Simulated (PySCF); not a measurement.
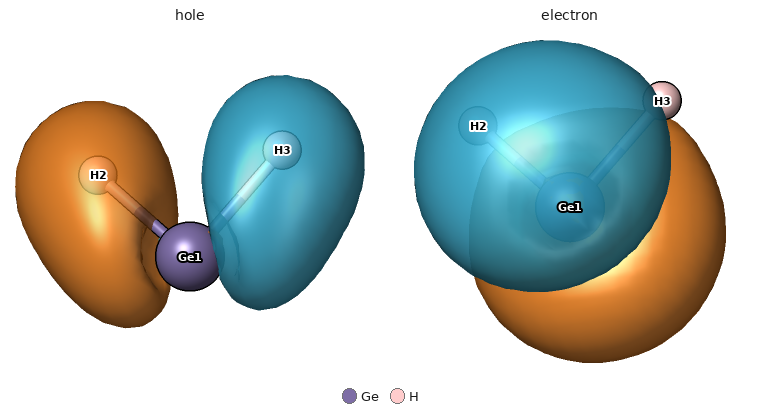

Figure 1: GeH2, SMILES `[GeH2]`. Leading natural transition orbital pair of T₂ (TDA triplet states); the surfaces enclose about 78 % of each orbital's density.

Method: ωB97X/def2-SVP; geometry: GFN2-xTB; program: PySCF. No frequency check shows the geometry to be a minimum. GFN2-xTB bond lengths at metals and heavier atoms can be off by up to 0.1 Å and shapes distorted, which carries into these values. Without diffuse functions Rydberg states are missing, so the states' numbers hold for this basis only.

Q: Where does the state lie, and where do hole and electron sit?

A: 3.55 eV (349 nm), spin-forbidden from the singlet ground state; the leading pair carries 100 %; hole on Ge1 (46 %) and H2 and H3 (27 % each), electron on Ge1 (90 %); their centroids lie 0.7 Å apart. In canonical orbitals it is mainly HOMO−1 → LUMO (99 %). The HOMO–LUMO gap is 8.33 eV.

The PySCF run took 4.5 s on 1 thread of Intel(R) Xeon(R) 6975P-C (Granite Rapids), on a shared host, peak memory 0.22 GiB.
